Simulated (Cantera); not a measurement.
Feed: 1 mol Al2O3, 25 mol HCl, 58 mol N2, held at 10000 Pa.

Method: chemical equilibrium by Gibbs-energy minimisation in Cantera with the NASA 1993 tables (ideal gas, pure condensed phases). Candidate condensed phases: Al, AlCl3, AlN, Al2O3, H2O, NH4Cl; 45 gas species. Condensed phases not in the tables: AlOCl. Kinetics and transport are ignored.

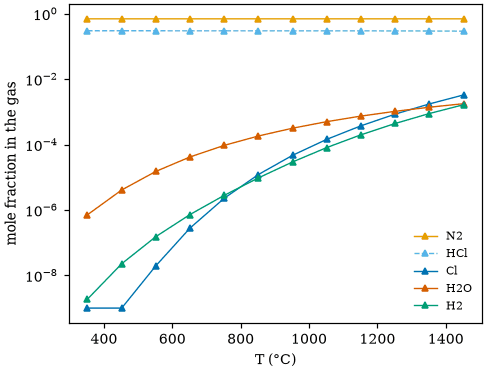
Equilibrium gas composition (values under 1e-9 drawn at 1e-9)

**Question.** Read off the mole fractions at 852 °C.

**Answer.** N2 about 0.70, HCl about 0.30, H2O about 0.00018, Cl about 1.2e-5, H2 about 9.6e-6.
